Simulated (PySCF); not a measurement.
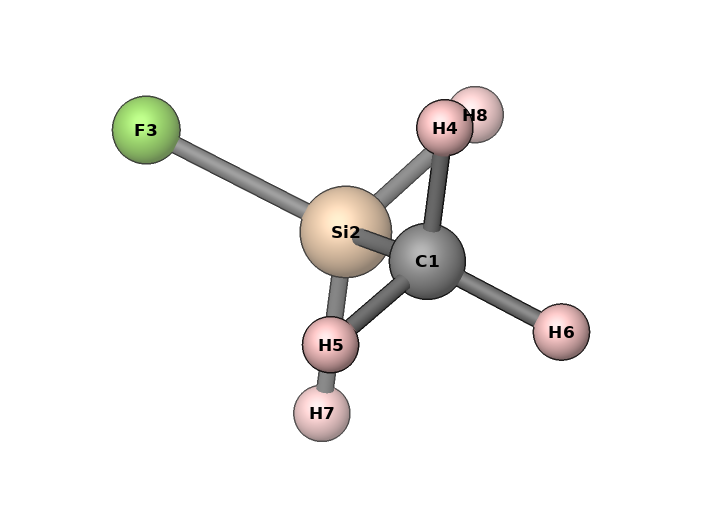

Si2 lies behind C1. The molecule seen a little off the C1–Si2 bond, C1 in front. Atoms fade into the background with distance from the viewer. The geometry was computed by an optimisation with PBE0-D3(BJ)/def2-SVP. No frequency run is at hand to confirm it as a minimum.

> What is the torsion angle H4–C1–Si2–F3? The sign is positive where the front bond must turn clockwise to cover the back bond.

−61°, synclinal (gauche). The bonds about C1–Si2 are staggered.
